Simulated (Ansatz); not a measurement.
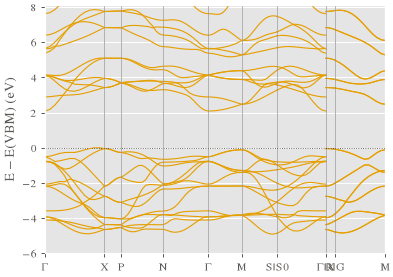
Figure. Band structure from DFT-LDA in the program Ansatz with PAW potentials

**Question.** Read off the gap and where the band edges lie.

**Answer.** About 2.1 eV (2.08 eV by a search for the band edges); maximum on the Γ–X line, 88 % of the way from Γ, minimum at Γ.

The material is TiO$_{2}$ (anatase, I4_1/amd).

The LDA relaxation kept the symmetry of its start; of distortions, only those at the zone centre were tested. The run is not spin-polarised.

Potentials: the later of the program's two PAW sets.
